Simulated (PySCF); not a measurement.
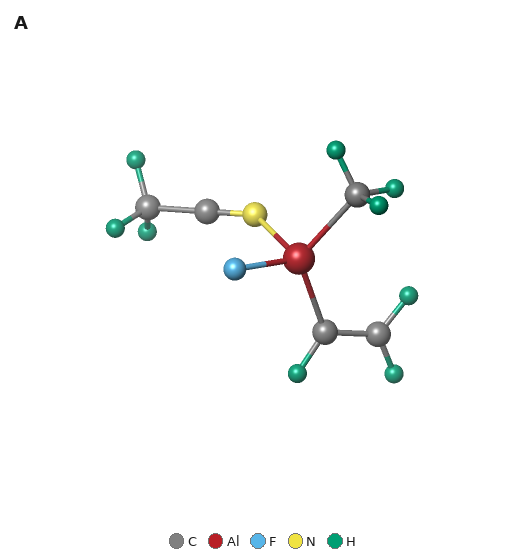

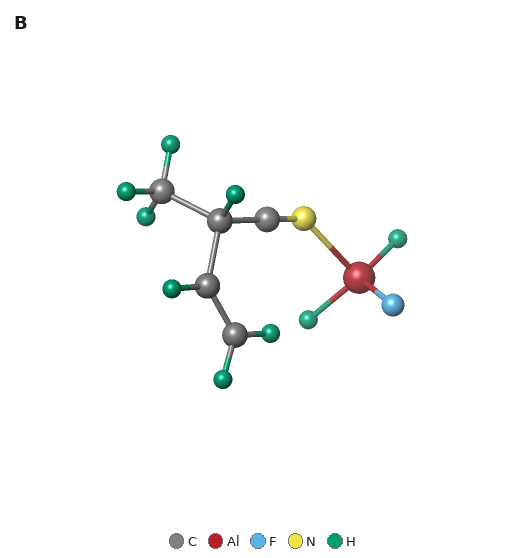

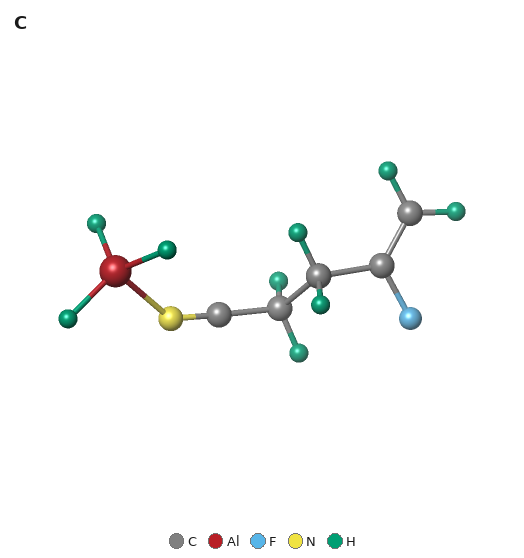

3 stationary structures of one formula. Geometries: GFN2-xTB. Electronic energies: CAM-B3LYP/def2-SVPD (PySCF 2.14.0), without zero-point energy. No frequency run is at hand to confirm each as a minimum. Each is one conformer, not always the lowest.

> Rank them by energy, lowest first.

A is lowest; B lies 0.736 eV above it, C lies 3.219 eV above it. A is `C=[CH][Al@-]([CH3])([F])[N+]#CC`, B is `C=C[C@H](C)C#[N+][AlH2-][F]`, C is `C=C(F)CCC#[N+][AlH3-]`.

The geometry is semi-empirical. Around Al such bond lengths and angles can be off by a tenth of an ångström or more and by several degrees, and values that hang on the shape move with them.
